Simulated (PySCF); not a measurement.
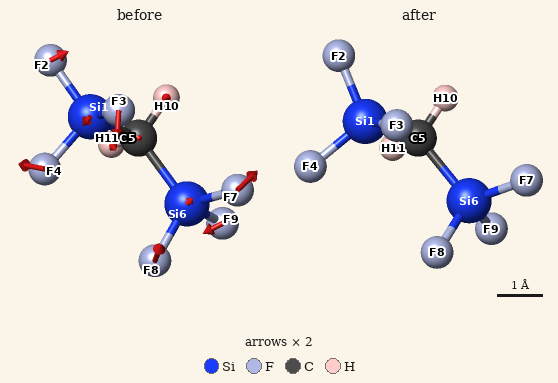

The structure of CH2F6Si2 before (left) and after (right) a relaxation, at one scale. The red arrows give the displacements, 2 times their true length.

A ball-and-stick model, seen from a free direction.

The start comes from GFN2-xTB. Its atoms were then displaced at random by about 0.03 Å.

These are results of PBE0-D3(BJ)/def2-SVP geometry optimisation, gas phase (PySCF 2.14.0, density-fitted response routines), not measurements. 

Q: Summarise the run.

A: The largest move after the best rigid fit is that of F4, 0.44 Å. Largest moves by element: F 0.44 Å, Si 0.16 Å, H 0.11 Å, C 0.04 Å. Among the contacts that change: Si1–F3 1.478 → 1.601 Å, Si6–F8 1.556 → 1.601 Å, Si1–C5 1.882 → 1.838 Å, C5–H10 1.135 → 1.103 Å. Among the angles between lasting bonds that change: F3–Si1–C5 118.2° → 110.8°, F3–Si1–F4 102.7° → 108.3°, H10–C5–H11 102.1° → 107.1°. The energy falls by 0.631 eV in 19 geometry steps. The run took 100 s on 1 thread of AMD EPYC 9R45 96-Core Processor, with other jobs on the host.
